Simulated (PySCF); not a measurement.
**AgH3: one geometry, several methods**

How much do the numbers for AgH3 (singlet) hang on the method? All levels run at one geometry, the PBE0 minimum.

Method: several methods, basis Ag def2-TZVP with ECP28, H def2-TZVP, scalar-relativistic core potentials, no spin–orbit coupling, density fitting; program: PySCF 2.14.0.

## 1. The system as given

4 atoms, charge 0, spin multiplicity 1.

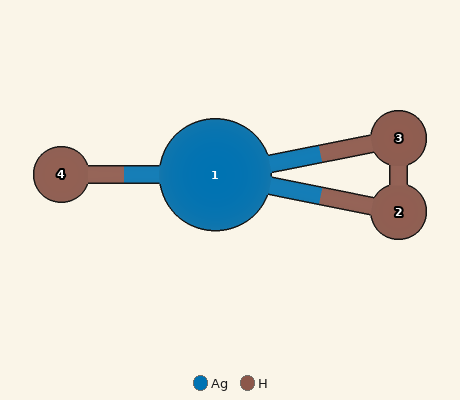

As it starts; silver blue, hydrogen brown; atoms are numbered from 1 in the order of the file.

Coordinates in bohr (charge 0 multiplicity 1):
```
Ag   -0.0150   -0.0357   -0.0021
H     2.0637    3.0335    0.2927
H     0.7341    3.6051    0.1041
H    -1.2032   -2.8548   -0.1706
```

## 2. Fields at the lowest minimum

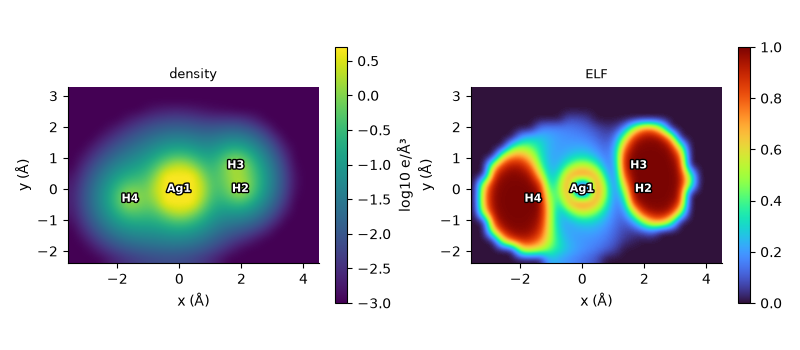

The plane holds Ag1 at (0.00, 0.00), H2 at (1.97, 0.00), H3 at (1.82, 0.76), H4 at (-1.59, -0.32) Å. ELF is set to 0 where the density is under 0.005 e/Å³; an orbital's overall sign is arbitrary. Electrons inside core potentials are absent.

Orbitals, density, ELF and potential are computed afterwards from the orbital file.

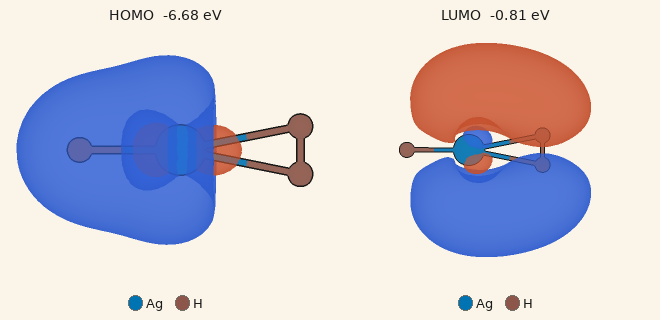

Frontier orbitals at PBE0; each surface holds 70 % of the orbital's density, blue and red mark the sign.

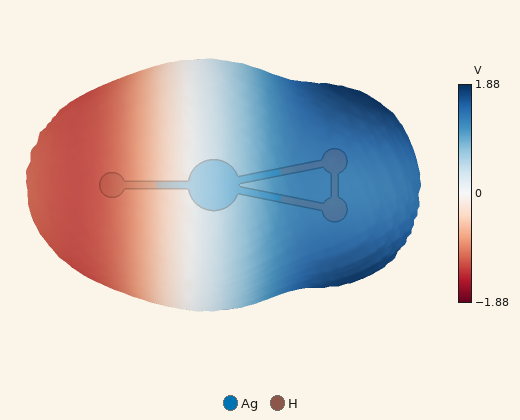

The potential that a unit positive charge feels on the 0.002 e/bohr³ surface, from the 1st to the 99th percentile, from -1.25 to 1.88 V.

Making the fields ran for 0.6 s (2 threads of Intel Xeon 6975P-C (Granite Rapids), shared host).

## 3. PBE0

The steps are one call of a driver around PySCF; scf.py gives each level's set-up. Each SCF starts from the density of the minimum. The driver also runs the species with one electron less or more at the same geometry; their logs are not shown.

Contents of scf.py:

```python
from pyscf import gto, scf, dft
mol = gto.M(atom='''
Ag    -0.007955    -0.018876    -0.001128
H      1.092088     1.605246     0.154874
H      0.388462     1.907752     0.055093
H     -0.636688    -1.510712    -0.090293''',
    basis={'Ag': 'def2-TZVP', 'H': 'def2-TZVP'},
    ecp={'Ag': 'def2-TZVP'},
    charge=0, spin=0)
mf = dft.RKS(mol, xc='PBE0')
mf.grids.atom_grid = (75, 302)
aux = {'Ag': 'def2-universal-JKFIT', 'H': 'def2-universal-JKFIT'}
mf = mf.density_fit(auxbasis=aux)
mf.conv_tol = 1e-08
mf.diis_space = 10
mf.max_cycle = 60
mf.verbose = 4
mf.kernel()
```

Command:

```
$ OMP_NUM_THREADS=2 python axn.py task.json out
```

What it wrote:

```text
init E= -148.72941101399
  HOMO = -0.245567850816478  LUMO = -0.0297400446437281  gap/eV = 5.87297
cycle= 1 E= -148.729411013991  delta_E= -4.55e-13  |g|= 8.74e-06  |ddm|= 1.01e-05
  HOMO = -0.245566552917472  LUMO = -0.0297400199906899  gap/eV = 5.87294
Extra cycle  E= -148.729411013987  delta_E= 3.72e-12  |g|= 1.03e-05  |ddm|= 1.07e-05
converged SCF energy = -148.729411013987
```

This level, with the species of one electron less or more, took 0.6 s.

| Property | Result |
| --- | --- |
| energy | -148.729411 Eh |
| one electron less (charge +1) | -148.395529 Eh (doublet, ⟨S²⟩ 0.76) |
| Mulliken charge of Ag1 | -0.03 e |

## 4. HF

Changes to scf.py since step 3:

```diff
@@ -10,2 +10 @@
-mf = dft.RKS(mol, xc='PBE0')
-mf.grids.atom_grid = (75, 302)
+mf = scf.RHF(mol)
```

What it wrote, cut to the lines that bear on the results:

```text
[... the frontier levels of the middle cycles are left out ...]
init E= -147.776585154838
  HOMO = -0.33391257571448  LUMO = 0.0529514445029085  gap/eV = 10.52711
cycle= 1 E= -147.787814583847  delta_E= -0.0112  |g|= 0.0908  |ddm|= 0.303
  HOMO = -0.319657300824442  LUMO = 0.0531479739830969  gap/eV = 10.14455
cycle= 2 E= -147.789119353892  delta_E= -0.0013  |g|= 0.0517  |ddm|= 0.145
  HOMO = -0.324281291475083  LUMO = 0.0517425588729763  gap/eV = 10.23213
cycle= 3 E= -147.789598137465  delta_E= -0.000479  |g|= 0.0155  |ddm|= 0.036
cycle= 4 E= -147.789689569124  delta_E= -9.14e-05  |g|= 0.00239  |ddm|= 0.0381
cycle= 5 E= -147.789694624153  delta_E= -5.06e-06  |g|= 0.00105  |ddm|= 0.00709
cycle= 6 E= -147.789695754946  delta_E= -1.13e-06  |g|= 0.000248  |ddm|= 0.00407
cycle= 7 E= -147.789695807071  delta_E= -5.21e-08  |g|= 2.61e-05  |ddm|= 0.000786
cycle= 8 E= -147.789695807597  delta_E= -5.26e-10  |g|= 4.4e-06  |ddm|= 7.43e-05
  HOMO = -0.323381864971478  LUMO = 0.0511162748040501  gap/eV = 10.19061
Extra cycle  E= -147.789695807609  delta_E= -1.21e-11  |g|= 1.94e-06  |ddm|= 5.96e-06
converged SCF energy = -147.789695807609
```

This level, with the species of one electron less or more, took under 0.5 s.

- energy: -147.789696 Eh
- one electron less (charge +1): -147.507180 Eh (doublet, ⟨S²⟩ 0.76)
- Mulliken charge of Ag1: +0.13 e

## 5. PBE

Changes to scf.py since step 4:

```diff
@@ -10 +10,2 @@
-mf = scf.RHF(mol)
+mf = dft.RKS(mol, xc='PBE')
+mf.grids.atom_grid = (75, 302)
```

What it wrote, cut to the lines that bear on the results:

```text
[... the frontier levels of the middle cycles are left out ...]
init E= -148.747646400973
  HOMO = -0.202920980400684  LUMO = -0.0550651610149679  gap/eV = 4.02336
cycle= 1 E= -148.747701316234  delta_E= -5.49e-05  |g|= 0.108  |ddm|= 0.227
  HOMO = -0.226345124354783  LUMO = -0.058190361802648  gap/eV = 4.57572
cycle= 2 E= -148.741798017619  delta_E= 0.0059  |g|= 0.228  |ddm|= 0.23
  HOMO = -0.212778278071636  LUMO = -0.055761804854801  gap/eV = 4.27264
cycle= 3 E= -148.749684788629  delta_E= -0.00789  |g|= 0.0106  |ddm|= 0.141
cycle= 4 E= -148.749726148452  delta_E= -4.14e-05  |g|= 0.00326  |ddm|= 0.0188
cycle= 5 E= -148.749727967996  delta_E= -1.82e-06  |g|= 0.000279  |ddm|= 0.00264
cycle= 6 E= -148.749728002256  delta_E= -3.43e-08  |g|= 7.77e-05  |ddm|= 0.000616
cycle= 7 E= -148.749728003663  delta_E= -1.41e-09  |g|= 5.9e-06  |ddm|= 0.000119
  HOMO = -0.211361703056145  LUMO = -0.0558885914852914  gap/eV = 4.23064
Extra cycle  E= -148.749728003651  delta_E= 1.19e-11  |g|= 9.08e-06  |ddm|= 2.59e-05
converged SCF energy = -148.749728003651
```

This level, with the species of one electron less or more, took 1.6 s.

```
energy                        : -148.749728 Eh
one electron less (charge +1) : -148.409485 Eh (doublet, ⟨S²⟩ 0.75)
Mulliken charge of Ag1        : -0.07 e
```

## 6. B3LYP

Changes to scf.py since step 5:

```diff
@@ -10 +10 @@
-mf = dft.RKS(mol, xc='PBE')
+mf = dft.RKS(mol, xc='B3LYP')
```

What it wrote:

```text
init E= -148.805437863356
  HOMO = -0.239213186163416  LUMO = -0.0398206512881307  gap/eV = 5.42575
cycle= 1 E= -148.805918764424  delta_E= -0.000481  |g|= 0.0238  |ddm|= 0.0875
  HOMO = -0.24546998747336  LUMO = -0.0413056987360099  gap/eV = 5.55559
cycle= 2 E= -148.805746766619  delta_E= 0.000172  |g|= 0.0433  |ddm|= 0.0473
  HOMO = -0.243000191479697  LUMO = -0.0406771181901404  gap/eV = 5.50549
cycle= 3 E= -148.806020084873  delta_E= -0.000273  |g|= 0.00182  |ddm|= 0.0251
  HOMO = -0.242564372866574  LUMO = -0.0406417682088254  gap/eV = 5.49459
cycle= 4 E= -148.806020863592  delta_E= -7.79e-07  |g|= 0.000587  |ddm|= 0.00223
  HOMO = -0.242570504311252  LUMO = -0.0406076317430673  gap/eV = 5.49569
cycle= 5 E= -148.806020928738  delta_E= -6.51e-08  |g|= 0.000123  |ddm|= 0.000584
  HOMO = -0.242581286779505  LUMO = -0.0406097241967514  gap/eV = 5.49593
cycle= 6 E= -148.806020931589  delta_E= -2.85e-09  |g|= 8.66e-06  |ddm|= 0.000131
  HOMO = -0.242582273039343  LUMO = -0.0406108474581535  gap/eV = 5.49592
Extra cycle  E= -148.806020931584  delta_E= 5.46e-12  |g|= 1.26e-05  |ddm|= 1.8e-05
converged SCF energy = -148.806020931584
```

This level, with the species of one electron less or more, ran for 1.3 s (2 threads of Intel Xeon 6975P-C (Granite Rapids), shared host).

| Item | Value |
| --- | --- |
| energy | -148.806021 Eh |
| one electron less (charge +1) | -148.464519 Eh (doublet, ⟨S²⟩ 0.76) |
| Mulliken charge of Ag1 | -0.00 e |

## 7. r2SCAN

Changes to scf.py since step 6:

```diff
@@ -10,2 +10,2 @@
-mf = dft.RKS(mol, xc='B3LYP')
-mf.grids.atom_grid = (75, 302)
+mf = dft.RKS(mol, xc='R2SCAN')
+mf.grids.atom_grid = (90, 434)
```

What it wrote:

```text
init E= -148.790616687831
  HOMO = -0.215570261805484  LUMO = -0.0430835314700482  gap/eV = 4.69360
cycle= 1 E= -148.791406271345  delta_E= -0.00079  |g|= 0.00987  |ddm|= 0.147
  HOMO = -0.217972508376201  LUMO = -0.0418592210089339  gap/eV = 4.79229
cycle= 2 E= -148.791397355594  delta_E= 8.92e-06  |g|= 0.0125  |ddm|= 0.0331
  HOMO = -0.216970744219304  LUMO = -0.0422441068204376  gap/eV = 4.75455
cycle= 3 E= -148.791444755182  delta_E= -4.74e-05  |g|= 0.0016  |ddm|= 0.0177
  HOMO = -0.216601368739016  LUMO = -0.0421250682051872  gap/eV = 4.74774
cycle= 4 E= -148.791445084354  delta_E= -3.29e-07  |g|= 0.00131  |ddm|= 0.00223
  HOMO = -0.216644806388792  LUMO = -0.0421015773886415  gap/eV = 4.74956
cycle= 5 E= -148.791445334319  delta_E= -2.5e-07  |g|= 9.92e-05  |ddm|= 0.00088
  HOMO = -0.216635518248852  LUMO = -0.0420766674546291  gap/eV = 4.74999
cycle= 6 E= -148.791445338724  delta_E= -4.41e-09  |g|= 5.83e-05  |ddm|= 0.000396
  HOMO = -0.216638820725442  LUMO = -0.0420838141592799  gap/eV = 4.74988
Extra cycle  E= -148.791445337243  delta_E= 1.48e-09  |g|= 0.000115  |ddm|= 0.0002
converged SCF energy = -148.791445337243
```

This level, with the species of one electron less or more, took 3.7 s.

```
energy                        : -148.791445 Eh
one electron less (charge +1) : -148.454272 Eh (doublet, ⟨S²⟩ 0.76)
Mulliken charge of Ag1        : -0.03 e
```

## 8. TPSSh

Changes to scf.py since step 7:

```diff
@@ -10 +10 @@
-mf = dft.RKS(mol, xc='R2SCAN')
+mf = dft.RKS(mol, xc='TPSSH')
```

What it wrote:

```text
init E= -148.69155652391
  HOMO = -0.222191014278317  LUMO = -0.0383756571814491  gap/eV = 5.00187
cycle= 1 E= -148.691666345022  delta_E= -0.00011  |g|= 0.0565  |ddm|= 0.0796
  HOMO = -0.229754498048695  LUMO = -0.0403582454926279  gap/eV = 5.15373
cycle= 2 E= -148.690491588302  delta_E= 0.00117  |g|= 0.107  |ddm|= 0.112
  HOMO = -0.224703073461896  LUMO = -0.0384880196088493  gap/eV = 5.06717
cycle= 3 E= -148.692167555783  delta_E= -0.00168  |g|= 0.00154  |ddm|= 0.0662
  HOMO = -0.224616016011465  LUMO = -0.0384029337761942  gap/eV = 5.06712
cycle= 4 E= -148.692168433883  delta_E= -8.78e-07  |g|= 0.00044  |ddm|= 0.00328
  HOMO = -0.224561573590607  LUMO = -0.0384148312768309  gap/eV = 5.06531
cycle= 5 E= -148.69216848211  delta_E= -4.82e-08  |g|= 0.000195  |ddm|= 0.000757
  HOMO = -0.224573598986131  LUMO = -0.0384093058589947  gap/eV = 5.06579
cycle= 6 E= -148.692168488476  delta_E= -6.37e-09  |g|= 2.62e-05  |ddm|= 0.000132
  HOMO = -0.224581953603857  LUMO = -0.0384079175687995  gap/eV = 5.06605
Extra cycle  E= -148.692168488448  delta_E= 2.75e-11  |g|= 3.45e-05  |ddm|= 7.18e-05
converged SCF energy = -148.692168488448
```

This level, with the species of one electron less or more, took 3.5 s.

| Property | Result |
| --- | --- |
| energy | -148.692168 Eh |
| one electron less (charge +1) | -148.359415 Eh (doublet, ⟨S²⟩ 0.76) |
| Mulliken charge of Ag1 | -0.03 e |

## 9. M06-L

Changes to scf.py since step 8:

```diff
@@ -10 +10 @@
-mf = dft.RKS(mol, xc='TPSSH')
+mf = dft.RKS(mol, xc='M06L')
```

What it wrote, cut to the lines that bear on the results:

```text
[... the frontier levels of the middle cycles are left out ...]
init E= -148.843969189726
  HOMO = -0.212082574167562  LUMO = -0.0436981869664446  gap/eV = 4.58197
cycle= 1 E= -148.84732305128  delta_E= -0.00335  |g|= 0.0611  |ddm|= 0.28
  HOMO = -0.207111468755285  LUMO = -0.0433256555343497  gap/eV = 4.45684
cycle= 2 E= -148.846104741967  delta_E= 0.00122  |g|= 0.109  |ddm|= 0.095
  HOMO = -0.212331088810208  LUMO = -0.0452175162009634  gap/eV = 4.54739
cycle= 3 E= -148.847758522569  delta_E= -0.00165  |g|= 0.0107  |ddm|= 0.0685
cycle= 4 E= -148.847781061232  delta_E= -2.25e-05  |g|= 0.00111  |ddm|= 0.0102
cycle= 5 E= -148.847781246435  delta_E= -1.85e-07  |g|= 0.000505  |ddm|= 0.00124
cycle= 6 E= -148.847781285228  delta_E= -3.88e-08  |g|= 9.31e-05  |ddm|= 0.000613
cycle= 7 E= -148.84778128843  delta_E= -3.2e-09  |g|= 2.53e-05  |ddm|= 0.000224
  HOMO = -0.211241026391158  LUMO = -0.0449525047148915  gap/eV = 4.52494
Extra cycle  E= -148.847781288318  delta_E= 1.12e-10  |g|= 3.37e-05  |ddm|= 0.000108
converged SCF energy = -148.847781288318
```

This level, with the species of one electron less or more, took 3.8 s.

```
energy                        : -148.847781 Eh
one electron less (charge +1) : -148.512081 Eh (doublet, ⟨S²⟩ 0.76)
Mulliken charge of Ag1        : +0.09 e
```

## 10. r2SCAN0

Changes to scf.py since step 9:

```diff
@@ -10 +10 @@
-mf = dft.RKS(mol, xc='M06L')
+mf = dft.RKS(mol, xc='HYB_MGGA_XC_R2SCAN0')
```

What it wrote:

```text
init E= -148.746460598735
  HOMO = -0.254500176388518  LUMO = -0.0218550862597708  gap/eV = 6.33060
cycle= 1 E= -148.746506333294  delta_E= -4.57e-05  |g|= 0.0449  |ddm|= 0.0699
  HOMO = -0.246471963010575  LUMO = -0.0192060582499307  gap/eV = 6.18422
cycle= 2 E= -148.746130547236  delta_E= 0.000376  |g|= 0.0687  |ddm|= 0.0647
  HOMO = -0.250513139290385  LUMO = -0.0204609646309715  gap/eV = 6.26004
cycle= 3 E= -148.746788444154  delta_E= -0.000658  |g|= 0.00137  |ddm|= 0.0399
  HOMO = -0.250675864480207  LUMO = -0.0203720291691627  gap/eV = 6.26689
cycle= 4 E= -148.746788833347  delta_E= -3.89e-07  |g|= 0.000374  |ddm|= 0.00166
  HOMO = -0.250647851149381  LUMO = -0.0203594711360595  gap/eV = 6.26647
cycle= 5 E= -148.746788856537  delta_E= -2.32e-08  |g|= 3.9e-05  |ddm|= 0.000481
  HOMO = -0.250636139673849  LUMO = -0.02035770290574  gap/eV = 6.26620
cycle= 6 E= -148.746788857203  delta_E= -6.66e-10  |g|= 4.4e-06  |ddm|= 9.91e-05
  HOMO = -0.250636623011487  LUMO = -0.0203562126082528  gap/eV = 6.26625
Extra cycle  E= -148.746788857211  delta_E= -8.01e-12  |g|= 3.98e-06  |ddm|= 2e-05
converged SCF energy = -148.746788857211
```

This level, with the species of one electron less or more, ran for 3.6 s (2 threads of Intel Xeon 6975P-C (Granite Rapids), shared host).

| Quantity | Value |
| --- | --- |
| energy | -148.746789 Eh |
| one electron less (charge +1) | -148.414389 Eh (doublet, ⟨S²⟩ 0.76) |
| Mulliken charge of Ag1 | -0.01 e |

## 11. Comparison of the levels

| level | atomisation energy (kJ/mol) | vertical ionisation energy (eV) | −ε(HOMO) (eV) | gap (eV) | dipole (D) | wall time |
| --- | --- | --- | --- | --- | --- | --- |
| PBE0 | 682 | 9.09 | 6.68 | 5.87 | 3.83 | 0.6 s |
| HF | 455 | 7.69 | 8.80 | 10.19 | 4.85 | under 0.5 s |
| PBE | 702 | 9.26 | 5.75 | 4.23 | 3.43 | 1.6 s |
| B3LYP | 710 | 9.29 | 6.60 | 5.50 | 3.70 | 1.3 s |
| r2SCAN | 722 | 9.17 | 5.90 | 4.75 | 3.63 | 3.7 s |
| TPSSh | 735 | 9.05 | 6.11 | 5.07 | 3.76 | 3.5 s |
| M06-L | 693 | 9.13 | 5.75 | 4.52 | 3.64 | 3.8 s |
| r2SCAN0 | 702 | 9.05 | 6.82 | 6.27 | 3.92 | 3.6 s |

Times are for 2 threads of Intel Xeon 6975P-C (Granite Rapids), shared host; PBE0 starts from its own converged density, so its time is not comparable. A dash stands where a species or a free atom was not run at that level, or the quantity is not defined.

Atomisation goes to high-spin atoms in their ground configurations, run at the same level, without zero-point energy.

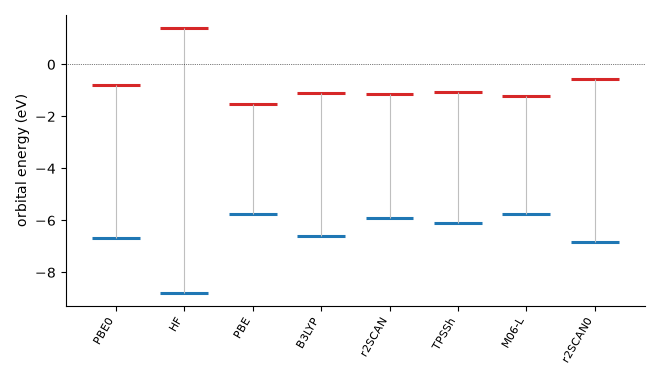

Highest occupied (blue) and lowest empty (red) levels by method.

## 12. Outcome

| quantity | value |
| --- | --- |
| atomisation energy, range | 455 (HF) to 735 (TPSSh) kJ/mol |
| vertical ionisation energy, range | 7.69 (HF) to 9.29 (B3LYP) eV |
| orbital gap, range | 4.23 (PBE) to 10.19 (HF) eV |

The atomisation energy spreads over 280 kJ/mol, from HF to TPSSh; without a CCSD(T) value for it there is no yardstick here. The stability of the closed-shell solution was not tested.
